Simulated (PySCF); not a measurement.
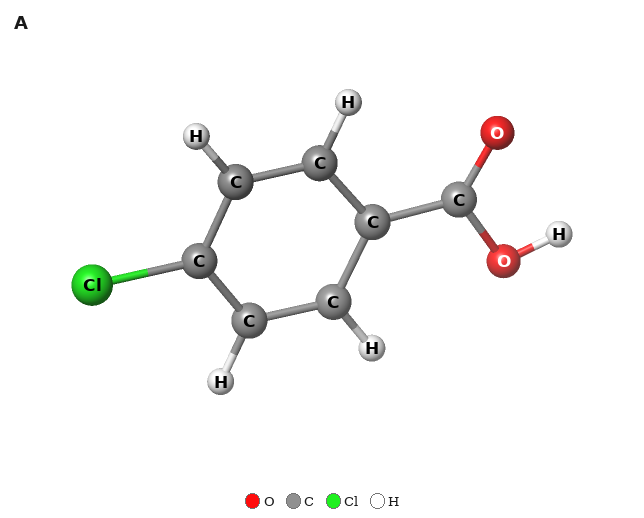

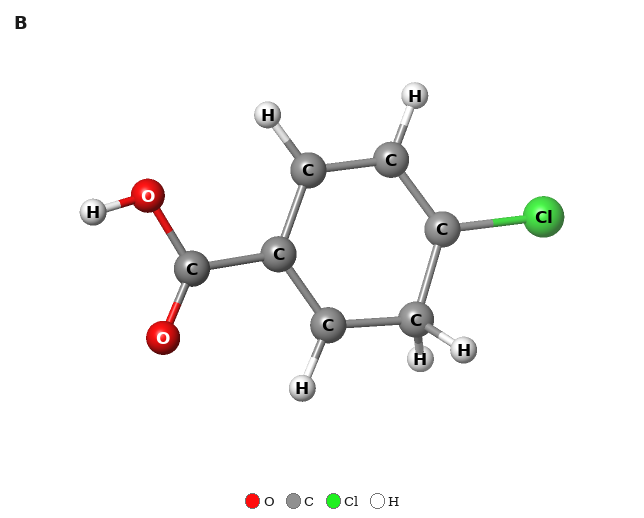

Two related species, optimised with PBE0-D3(BJ)/def2-SVP; properties computed with PySCF 2.14.0. A: charge −1, doublet. B: charge 0, doublet.

> Identify both.

A is C7H5ClO2(-) ([O-][C](O)c1ccc(Cl)cc1), B is C7H6ClO2.

Compare them. With UKS B3LYP, IGLO-III on C Cl O, pcH-1 on H, non-relativistic: isotropic g value. With PBE0-D3(BJ)/def2-SVP: mean Cl–C length (Å).

```tsv
quantity	A	B
isotropic g value	2.00355	2.00365
mean Cl–C length (Å)	1.757	1.725
```

Each is one conformer, and no frequency run is at hand to confirm it as a minimum.
